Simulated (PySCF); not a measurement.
In(Me)(Vi)(OEt), SMILES C=[CH][In]([CH3])[O]CC at its GFN2-xTB optimised geometry (Å):

```
18

In    -0.2218    -0.4771     0.0000
C     -1.8966    -1.9919    -0.0200
H     -1.4858    -2.9933     0.0481
H     -2.4522    -1.8821    -0.9488
H     -2.5527    -1.7995     0.8260
C      1.9974    -0.4771     0.0000
C      2.7389    -1.5673    -0.0032
H      2.4396     0.5125     0.0024
H      3.8233    -1.5303    -0.0038
H      2.3092    -2.5606    -0.0057
O     -0.5425     1.4883     0.0000
C     -1.6640     2.3121     0.0134
C     -2.9821     1.5462     0.0976
H     -1.5898     2.9933     0.8750
H     -1.6645     2.9269    -0.8998
H     -2.9942     0.9470     1.0104
H     -3.8233     2.2361     0.1086
H     -3.0705     0.8812    -0.7640
```

Calculation: CAM-B3LYP/def2-SVP, def2 effective core potentials past Kr in PySCF. The core electrons that the potentials of In replace are not part of the density. Cells within 0.4 Å of a nucleus heavier than hydrogen are left out (blank, or x).

Map of the electron localisation function on the plane z = 0.0 Å:

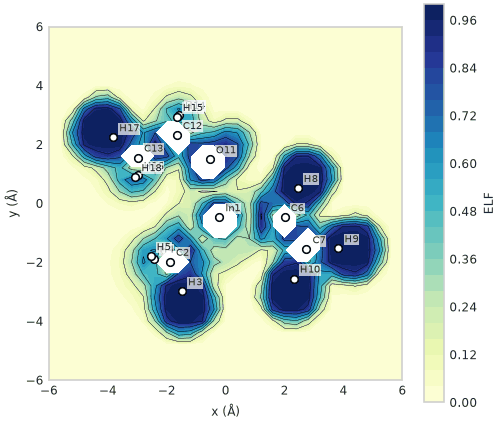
Electron localisation function on the plane z = 0.0 Å.
